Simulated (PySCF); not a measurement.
## Geometry relaxation of CH7FSSi2

CH7FSSi2, computed with PBE0-D3(BJ)/def2-SVP geometry optimisation, gas phase (PySCF 2.14.0).

It belongs to a series of runs on one base structure; here: H on Si replaced by SH.

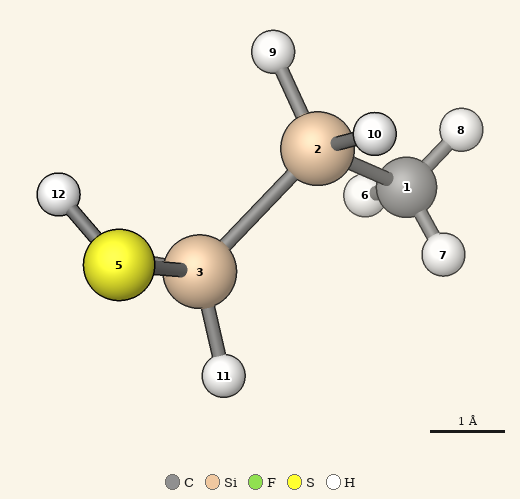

The starting structure (ball-and-stick view, seen at a tilt; atoms are numbered from 1 in the order of the input). Bond lengths as drawn: C–H 1.06 to 1.10 Å, C–Si 1.92 Å, F–Si 1.61 Å, H–S 1.32 Å, H–Si 1.45 to 1.48 Å, Si–Si 2.32 Å and S–Si 2.15 Å.

## Results in brief

```csv
quantity,value
outcome,converged
total energy,−1118.495221 hartree
dipole moment,2.10 D
point group,C1
hardware,"1 CPU thread, shared host"
wall time,96 s
peak memory,0.49 GiB
```

## Input file
```
{"job": {"xc": "PBE0", "basis": "def2-SVP", "d3": "d3bj", "grid": 1, "shake": 0.01, "kind": "geom"}, "charge": 0, "multiplicity": 1}
C      1.741830     0.793000     0.878200
Si    -0.122100     0.344610     0.867120
Si    -0.579550    -0.811080    -1.093490
F     -0.717140     0.274630    -2.280370
S     -2.436840    -1.895340    -1.065750
H      1.969730     1.441210     0.014000
H      2.367160    -0.064120     0.843170
H      1.996120     1.383310     1.762580
H     -0.929200     1.579060     0.994330
H     -0.419210    -0.472440     2.061470
H      0.354060    -1.764870    -1.669600
H     -3.185170    -0.836240    -1.320680
```

The first line tells a small driver script what to run in PySCF; the rest is the geometry in Å.

Command:
```bash
OMP_NUM_THREADS=1 python <driver script> task.json out
```

## What the program printed
```
step   0  E = -1118.48458085  max force = 0.025487
step   1  E = -1118.49170425  max force = 0.004615
step   2  E = -1118.49255274  max force = 0.002050
step   3  E = -1118.49352009  max force = 0.003794
step   4  E = -1118.49420669  max force = 0.004518
step   5  E = -1118.49455780  max force = 0.003012
step   6  E = -1118.49475369  max force = 0.000547
step   7  E = -1118.49485663  max force = 0.001257
step   8  E = -1118.49500060  max force = 0.004128
step   9  E = -1118.49510765  max force = 0.002934
step  10  E = -1118.49521232  max force = 0.000355
step  11  E = -1118.49522127  max force = 0.000273
optimisation converged
```

## Trajectory as extended XYZ (Å, eV, eV/Å), 12 frames, from step=0 to step=11
```
12
Properties=species:S:1:pos:R:3:forces:R:3 step=0 energy=-30435.51569
C     1.7418    0.7930    0.8782   -1.2850   1.3106  -0.2916
Si   -0.1221    0.3446    0.8671    1.1705   0.1451   0.2243
Si   -0.5796   -0.8111   -1.0935   -0.9215  -0.1411  -0.1712
F    -0.7171    0.2746   -2.2804   -0.0757   0.8032  -0.4174
S    -2.4368   -1.8953   -1.0657    0.3785  -0.8140   0.2202
H     1.9697    1.4412    0.0140   -0.0005  -0.1542  -0.0267
H     2.3672   -0.0641    0.8432    0.8040  -1.1901  -0.0624
H     1.9961    1.3833    1.7626    0.0019   0.0338   0.3146
H    -0.9292    1.5791    0.9943   -0.2450   0.1910  -0.1929
H    -0.4192   -0.4724    2.0615   -0.1383  -0.3297   0.1784
H     0.3541   -1.7649   -1.6696    0.7404  -0.5984   0.2677
H    -3.1852   -0.8362   -1.3207   -0.4292   0.7439  -0.0430
12
Properties=species:S:1:pos:R:3:forces:R:3 step=1 energy=-30435.70952
C     1.7581    0.8363    0.8510    0.0788  -0.2373  -0.0616
Si   -0.0590    0.3222    0.8180    0.0022   0.1034   0.0156
Si   -0.6442   -0.8214   -1.1415    0.1952   0.1619   0.0638
F    -0.7575    0.3209   -2.3115    0.0078  -0.2189   0.0200
S    -2.4927   -1.8943   -0.9989   -0.1306   0.2332  -0.1685
H     1.9973    1.4771   -0.0093   -0.0022   0.0115  -0.0711
H     2.4216   -0.0502    0.8158   -0.1404   0.1950   0.0144
H     1.9901    1.4050    1.7634   -0.0273  -0.0254   0.0537
H    -0.9369    1.5317    0.8866   -0.0417   0.0176   0.0389
H    -0.3880   -0.5597    1.9794    0.0183  -0.0270   0.0279
H     0.3967   -1.8278   -1.5165   -0.1050  -0.0105  -0.0714
H    -3.2448   -0.7678   -1.1447    0.1451  -0.2034   0.1382
12
Properties=species:S:1:pos:R:3:forces:R:3 step=2 energy=-30435.73261
C     1.7477    0.8385    0.8443    0.0360  -0.0038  -0.0419
Si   -0.0636    0.3254    0.8168   -0.0616   0.0486   0.0124
Si   -0.6271   -0.8249   -1.1458    0.0662   0.0689   0.0158
F    -0.7344    0.2952   -2.3327    0.0358  -0.0701  -0.0166
S    -2.4843   -1.8811   -1.0140   -0.0171   0.0175  -0.0955
H     1.9841    1.4801   -0.0185   -0.0045  -0.0060   0.0039
H     2.4080   -0.0424    0.8089   -0.0174   0.0229   0.0028
H     1.9753    1.4023    1.7619   -0.0013  -0.0079   0.0047
H    -0.9490    1.5320    0.8911   -0.0165  -0.0244   0.0144
H    -0.3862   -0.5606    1.9794    0.0166  -0.0098  -0.0089
H     0.3883   -1.8467   -1.5387   -0.0372  -0.0233   0.0035
H    -3.2183   -0.7458   -1.0610    0.0010  -0.0126   0.1054
12
Properties=species:S:1:pos:R:3:forces:R:3 step=3 energy=-30435.75894
C     1.7306    0.8480    0.8303   -0.0672   0.1951   0.0226
Si   -0.0757    0.3273    0.8024   -0.0342  -0.0311  -0.0081
Si   -0.5989   -0.8316   -1.1650   -0.1415  -0.0692  -0.0465
F    -0.6662    0.2545   -2.3806    0.0833   0.1097  -0.0666
S    -2.4802   -1.8458   -1.0488    0.1045  -0.1429  -0.0428
H     1.9640    1.4944   -0.0304   -0.0033  -0.0042   0.0437
H     2.3906   -0.0255    0.7934    0.0948  -0.1441  -0.0132
H     1.9501    1.4029    1.7559    0.0238   0.0168  -0.0358
H    -0.9806    1.5196    0.8823   -0.0002  -0.0343  -0.0133
H    -0.3921   -0.5708    1.9584    0.0155   0.0021  -0.0240
H     0.3715   -1.8897   -1.5643    0.0337  -0.0351   0.0812
H    -3.1727   -0.7113   -0.8416   -0.1093   0.1373   0.1028
12
Properties=species:S:1:pos:R:3:forces:R:3 step=4 energy=-30435.77762
C     1.7123    0.8620    0.8162   -0.0974   0.2290   0.0609
Si   -0.0884    0.3259    0.7789    0.0114  -0.0756  -0.0179
Si   -0.5788   -0.8349   -1.1937   -0.2323  -0.1354  -0.0692
F    -0.5705    0.2254   -2.4327    0.0951   0.1556  -0.0692
S    -2.4902   -1.7904   -1.0853    0.1017  -0.1299  -0.0253
H     1.9428    1.5165   -0.0392   -0.0002  -0.0055   0.0489
H     2.3762   -0.0073    0.7752    0.1163  -0.1656  -0.0207
H     1.9247    1.4090    1.7484    0.0297   0.0249  -0.0476
H    -1.0140    1.5016    0.8601    0.0033  -0.0285  -0.0246
H    -0.4019   -0.5864    1.9246    0.0131   0.0085  -0.0187
H     0.3443   -1.9392   -1.5743    0.0731  -0.0202   0.0913
H    -3.1160   -0.7101   -0.5864   -0.1137   0.1427   0.0922
12
Properties=species:S:1:pos:R:3:forces:R:3 step=5 energy=-30435.78717
C     1.7046    0.8755    0.8095   -0.0598   0.1140   0.0463
Si   -0.0901    0.3154    0.7645    0.0378  -0.0584  -0.0201
Si   -0.5776   -0.8426   -1.2098   -0.1549  -0.0867  -0.0403
F    -0.5041    0.2102   -2.4557    0.0560   0.0865  -0.0245
S    -2.5124   -1.7479   -1.0992    0.0452  -0.0535  -0.0058
H     1.9278    1.5365   -0.0419    0.0002  -0.0040   0.0195
H     2.3796    0.0110    0.7635    0.0571  -0.0724  -0.0137
H     1.9133    1.4224    1.7421    0.0131   0.0139  -0.0262
H    -1.0308    1.4784    0.8434   -0.0062  -0.0127  -0.0130
H    -0.3992   -0.6042    1.9049    0.0123   0.0064  -0.0053
H     0.3260   -1.9734   -1.5614    0.0399  -0.0059   0.0549
H    -3.0965   -0.7093   -0.4680   -0.0409   0.0729   0.0281
12
Properties=species:S:1:pos:R:3:forces:R:3 step=6 energy=-30435.79250
C     1.7012    0.8887    0.8062   -0.0015  -0.0109   0.0035
Si   -0.0846    0.2968    0.7609    0.0233  -0.0157  -0.0114
Si   -0.5833   -0.8586   -1.2114   -0.0201  -0.0034  -0.0009
F    -0.4639    0.1973   -2.4545    0.0160   0.0007   0.0157
S    -2.5345   -1.7248   -1.1016    0.0008   0.0204   0.0083
H     1.9103    1.5542   -0.0445   -0.0011  -0.0013  -0.0106
H     2.3933    0.0335    0.7547   -0.0107   0.0233  -0.0001
H     1.9069    1.4413    1.7355   -0.0058  -0.0007   0.0032
H    -1.0394    1.4479    0.8380   -0.0158  -0.0003   0.0062
H    -0.3824   -0.6251    1.9017    0.0131   0.0010   0.0068
H     0.3177   -2.0014   -1.5337   -0.0173  -0.0093   0.0074
H    -3.1007   -0.6777   -0.4594    0.0192  -0.0037  -0.0282
12
Properties=species:S:1:pos:R:3:forces:R:3 step=7 energy=-30435.79530
C     1.6955    0.9005    0.8021    0.0269  -0.0498  -0.0242
Si   -0.0801    0.2782    0.7644   -0.0024   0.0105   0.0004
Si   -0.5841   -0.8754   -1.2065    0.0646   0.0325   0.0175
F    -0.4215    0.1805   -2.4458   -0.0050  -0.0326   0.0270
S    -2.5520   -1.6998   -1.1117   -0.0219   0.0461   0.0109
H     1.8867    1.5694   -0.0503   -0.0030  -0.0017  -0.0166
H     2.4040    0.0579    0.7447   -0.0337   0.0494   0.0082
H     1.8978    1.4583    1.7287   -0.0118  -0.0062   0.0141
H    -1.0491    1.4177    0.8440   -0.0171  -0.0009   0.0143
H    -0.3619   -0.6454    1.9077    0.0135  -0.0017   0.0093
H     0.3038   -2.0341   -1.5082   -0.0375  -0.0138  -0.0165
H    -3.0985   -0.6359   -0.4773    0.0273  -0.0318  -0.0443
12
Properties=species:S:1:pos:R:3:forces:R:3 step=8 energy=-30435.79922
C     1.6743    0.9323    0.7897    0.0740  -0.0899  -0.0700
Si   -0.0693    0.2263    0.7837   -0.0585   0.0586   0.0343
Si   -0.5780   -0.9226   -1.1852    0.2123   0.0805   0.0459
F    -0.2923    0.1255   -2.4107   -0.0637  -0.0724   0.0161
S    -2.5915   -1.6200   -1.1546   -0.0531   0.0657   0.0146
H     1.8104    1.6072   -0.0685   -0.0043  -0.0024  -0.0193
H     2.4266    0.1287    0.7148   -0.0622   0.0694   0.0246
H     1.8674    1.5043    1.7092   -0.0134  -0.0117   0.0290
H    -1.0793    1.3306    0.8759   -0.0134  -0.0041   0.0256
H    -0.2997   -0.7013    1.9349    0.0161  -0.0064   0.0091
H     0.2570   -2.1312   -1.4393   -0.0628  -0.0178  -0.0527
H    -3.0852   -0.5077   -0.5580    0.0291  -0.0694  -0.0572
12
Properties=species:S:1:pos:R:3:forces:R:3 step=9 energy=-30435.80214
C     1.6738    0.9341    0.7891    0.0445  -0.0533  -0.0501
Si   -0.0687    0.2251    0.7928   -0.0462   0.0462   0.0229
Si   -0.5741   -0.9260   -1.1769    0.1509   0.0605   0.0298
F    -0.2973    0.1218   -2.4038   -0.0347  -0.0519   0.0136
S    -2.5881   -1.6247   -1.1556   -0.0361   0.0460   0.0058
H     1.8049    1.6070   -0.0717   -0.0021  -0.0011  -0.0116
H     2.4273    0.1331    0.7147   -0.0406   0.0391   0.0181
H     1.8676    1.5079    1.7076   -0.0082  -0.0066   0.0169
H    -1.0816    1.3264    0.8901   -0.0084  -0.0080   0.0174
H    -0.2892   -0.7015    1.9468    0.0128  -0.0095   0.0014
H     0.2547   -2.1374   -1.4366   -0.0442  -0.0135  -0.0338
H    -3.0889   -0.4938   -0.6046    0.0120  -0.0480  -0.0304
12
Properties=species:S:1:pos:R:3:forces:R:3 step=10 energy=-30435.80498
C     1.6633    0.9479    0.7823   -0.0092   0.0176  -0.0052
Si   -0.0680    0.2136    0.8122   -0.0154   0.0152   0.0083
Si   -0.5591   -0.9408   -1.1594    0.0183   0.0106  -0.0034
F    -0.2568    0.0949   -2.3887    0.0061  -0.0019  -0.0040
S    -2.5877   -1.6010   -1.1757   -0.0109  -0.0121  -0.0008
H     1.7729    1.6178   -0.0840    0.0032  -0.0021   0.0031
H     2.4266    0.1595    0.7053    0.0047  -0.0154   0.0047
H     1.8568    1.5272    1.6978    0.0035   0.0044  -0.0044
H    -1.1001    1.2954    0.9241   -0.0001  -0.0080   0.0032
H    -0.2555   -0.7170    1.9691    0.0071  -0.0120  -0.0084
H     0.2321   -2.1766   -1.4177    0.0028  -0.0024   0.0019
H    -3.0840   -0.4488   -0.6733   -0.0102   0.0062   0.0049
12
Properties=species:S:1:pos:R:3:forces:R:3 step=11 energy=-30435.80523
C     1.6606    0.9516    0.7813   -0.0094   0.0140   0.0016
Si   -0.0688    0.2127    0.8141   -0.0070   0.0078   0.0042
Si   -0.5560   -0.9420   -1.1583   -0.0037   0.0034  -0.0056
F    -0.2467    0.0901   -2.3888    0.0055   0.0018  -0.0045
S    -2.5873   -1.5972   -1.1794   -0.0005  -0.0099   0.0001
H     1.7682    1.6206   -0.0859    0.0032  -0.0024   0.0008
H     2.4246    0.1636    0.7045    0.0041  -0.0108   0.0029
H     1.8548    1.5321    1.6959    0.0025   0.0041  -0.0041
H    -1.1055    1.2894    0.9292   -0.0004  -0.0045   0.0036
H    -0.2500   -0.7219    1.9688    0.0056  -0.0094  -0.0071
H     0.2310   -2.1812   -1.4137    0.0043  -0.0001   0.0047
H    -3.0844   -0.4457   -0.6759   -0.0042   0.0059   0.0034
```

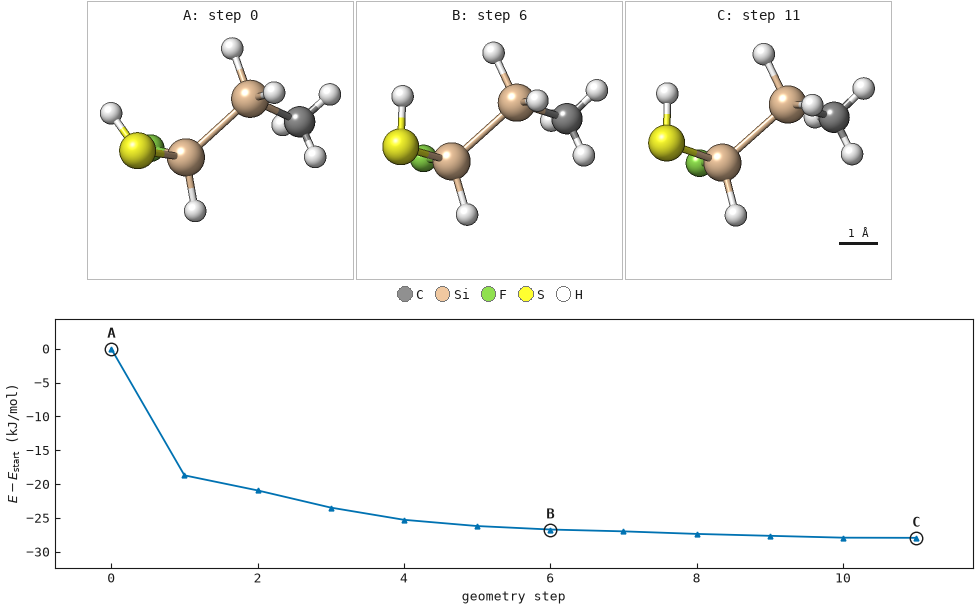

Frames of the relaxation (ball-and-stick view, seen at a tilt) above the curves, on which the letters mark them (steps are counted from 0).

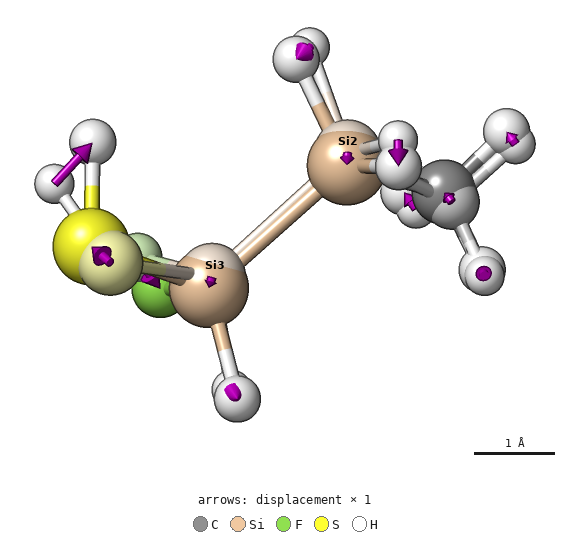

Start (faint) and end (solid) with the displacements as pink arrows, at true length (ball-and-stick view, seen at a tilt). The two geometries are laid on each other by the best rigid fit. The energy falls by 27.9 kJ/mol in 11 geometry steps. The largest force component goes from 1.3 to 0.014 eV/Å. H12 moves most after the best rigid fit: 0.72 Å. By element the largest moves are H 0.72 Å, F 0.54 Å, S 0.42 Å, C 0.17 Å, Si 0.16 Å. Among the contacts that change: C1–H7 1.062 → 1.100 Å, Si3–H11 1.454 → 1.490 Å, C1–Si2 1.917 → 1.881 Å, S5–H12 1.322 → 1.352 Å. Among the angles that change: Si3–Si2–H9 112.4° → 106.0°, Si2–Si3–H11 122.3° → 116.5°, F4–Si3–S5 106.0° → 111.5°. (Atoms are counted from 1 in the order of the input.)
